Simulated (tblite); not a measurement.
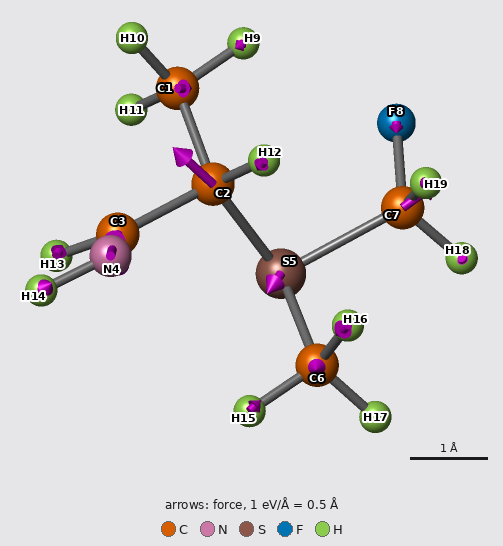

Starting geometry of C$_{5}$H$_{11}$FNS (charge +1) with the computed forces as purple arrows. The picture is a ball-and-stick view, seen at a tilt.

These are results of tblite, GFN2-xTB geometry optimisation, gas phase, not measurements. 

Question: Is this structure relaxed? If not, where do the atoms go?

Answer: It isn't relaxed: the largest force vector, on N4, is 2.64 eV/Å. The final displacements have little in common with the starting forces (cosine between the two patterns 0.21). The energy falls by 48.2 kJ/mol in 166 geometry steps. H13 moves most after the best rigid fit: 1.71 Å. By element the largest moves are H 1.71 Å, N 1.68 Å, F 0.73 Å, C 0.40 Å, S 0.39 Å. Some distances before and after: N4–S5 3.675 → 2.453 Å, S5–C7 1.799 → 1.861 Å, C2–S5 1.820 → 1.871 Å, C3–N4 1.291 → 1.253 Å. Among the angles between lasting bonds that change: C3–C2–S5 110.5° → 100.4°, C3–N4–H14 109.8° → 119.0°, C2–C3–N4 121.8° → 114.4°. Groups turn about C2–C3 by about 110°.
